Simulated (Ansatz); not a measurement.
# [BPH5]− (SMILES [BH3-]P): B2PLYP/STO-3G

What is the vertical singlet–triplet gap of [BPH5]− at B2PLYP/STO-3G? 

The calculation is run with Ansatz 0.2.0.

1 further run of the same task is left out (set aside as unsound or not needed).

**1. Starting point**

[BPH5]−: 7 atoms, total charge -1, spin state singlet. As SMILES, `[BH3-]P`. Geometry: relaxed at GFN2-xTB.

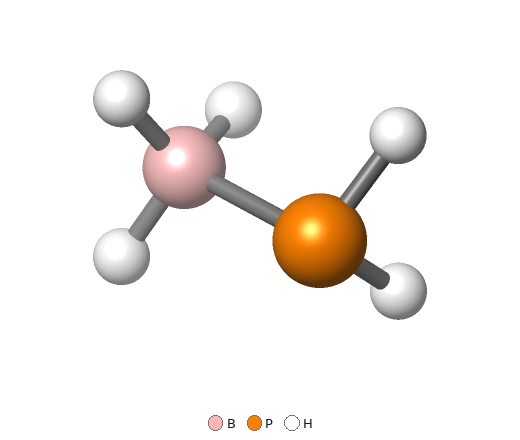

Viewed from a chosen angle; boron pink, phosphorus orange, hydrogen white.

**2. A single-point energy at B2PLYP/STO-3G**

Input file input.yaml:

```yaml
basis:
  gaussian:
    orbitals: STO-3G
crystal:
  periodic: [false, false, false]
  atoms:
    - {symbol: B, position_ang: [-0.506120, -0.519900, -0.363840]}
    - {symbol: P, position_ang: [0.697480, 0.300190, 0.995330]}
    - {symbol: H, position_ang: [-1.584360, -0.644230, 0.174420]}
    - {symbol: H, position_ang: [-0.027360, -1.601150, -0.627340]}
    - {symbol: H, position_ang: [-0.557520, 0.205550, -1.330350]}
    - {symbol: H, position_ang: [0.219110, 1.599520, 0.971100]}
    - {symbol: H, position_ang: [1.758760, 0.660030, 0.180690]}
correlation:
  frozen_orbitals: {B: 1, H: 0, P: 5}
accuracy: high
hamiltonian:
  xc: {name: B2PLYP}
total_charge: -1
```

On the command line:

```bash
$ ansatz run input.yaml --threads 1 --pin off --max-ram 2610MiB --events-out events.jsonl --progress --plain --runs-dir runs
```

Output:

```text
Warning: RAYON_NUM_THREADS=1 ignored (pool sized by the plan → 1); use --threads N
Functional definition: B2PLYP
  name "B2PLYP"
  parameter a = 0.53
  parameter c = 0.27
  exchange = (1 - a)*b88_x + a*exact_x
  correlation = (1 - c)*lyp_c + c*(mp2_os + mp2_ss)
333 factors; integrals over basis functions are off by at most 1.1e-8 eV
mean field evaluation 1: about -9923.0466 eV, gradient 9.7e0 eV
mean field evaluation 2: about -9923.0475 eV, gradient 9.6e0 eV
mean field evaluation 4: about -9923.4916 eV, gradient 4.9e-1 eV
mean field evaluation 8: about -9923.4923 eV, gradient 9.7e-4 eV
mean field -9923.49225893 eV, -364.6816141309 hartree, gradient 4.2e-8 eV, S^2 0.000000; 0 other end points of the search recorded, 0 dependent functions left out
6 core orbitals not correlated: weight in the atoms' cores, before any rotation towards them, 1.000 or more for the frozen orbitals, at most 0.000 for the correlated occupied ones
reference -9923.49227644 eV, -364.6816147745 hartree; 7, 7 occupied and 6, 6 virtual orbitals, 333 factors
second order -2.65275890 eV of doubles, -0.00000000 eV of singles
Total energy: -9924.20852134 eV, -364.7079362891 hartree
```

It took 1.3 s on 1 thread of Arm Neoverse V2, shared host; peak memory 0.1 GiB.

**3. The triplet, same level**

Input file run.yaml:

```yaml
crystal:
  periodic: [false, false, false]
  atoms:
    - {symbol: B, position_ang: [-0.506120, -0.519900, -0.363840]}
    - {symbol: P, position_ang: [0.697480, 0.300190, 0.995330]}
    - {symbol: H, position_ang: [-1.584360, -0.644230, 0.174420]}
    - {symbol: H, position_ang: [-0.027360, -1.601150, -0.627340]}
    - {symbol: H, position_ang: [-0.557520, 0.205550, -1.330350]}
    - {symbol: H, position_ang: [0.219110, 1.599520, 0.971100]}
    - {symbol: H, position_ang: [1.758760, 0.660030, 0.180690]}
basis:
  gaussian: {orbitals: STO-3G}
total_charge: -1
correlation: {frozen_orbitals: {B: 1, H: 0, P: 5}}
hamiltonian: {xc: {name: B2PLYP}}
magnetization: {spin_polarized: true, initial_magnetization: 2}
accuracy: high
```

On the command line:

```bash
$ ansatz run run.yaml --threads 1 --pin off --max-ram 2610MiB --events-out events.jsonl --progress --plain --runs-dir runs
```

Output, shortened:

```text
Warning: RAYON_NUM_THREADS=1 ignored (pool sized by the plan → 1); use --threads N
[... 2 set-up lines as earlier in the session ...]
[...]
333 factors; integrals over basis functions are off by at most 1.1e-8 eV
[...]
mean field -9914.35853325 eV, -364.3459559034 hartree, gradient 4.9e-8 eV, S^2 2.004338; 2 other end points of the search recorded, 0 dependent functions left out
6 core orbitals not correlated: weight in the atoms' cores, before any rotation towards them, 1.000 or more for the frozen orbitals, at most 0.000 for the correlated occupied ones
reference -9914.35855096 eV, -364.3459565543 hartree; 8, 6 occupied and 5, 7 virtual orbitals, 333 factors
second order -2.36629146 eV of doubles, -0.00000000 eV of singles
Total energy: -9914.99744966 eV, -364.3694356483 hartree
```

It took 2.2 s on 1 thread of Arm Neoverse V2, shared host; peak memory 0.14 GiB.

**4. Results**

At B2PLYP/STO-3G, 6 core orbitals frozen:

| quantity | value |
| --- | --- |
| singlet: total energy | -364.70794 Eh |
| triplet: total energy | -364.36944 Eh |
| triplet: ⟨S²⟩ | 2.004 |
| vertical energy of the triplet above the singlet | 9.211 eV |

**Reading.** At this shape the triplet lies 9.21 eV (212 kcal/mol) above the singlet. For an anion a state so high probably lies above electron detachment. In a minimal basis such a difference can be off by several eV, whatever the method.
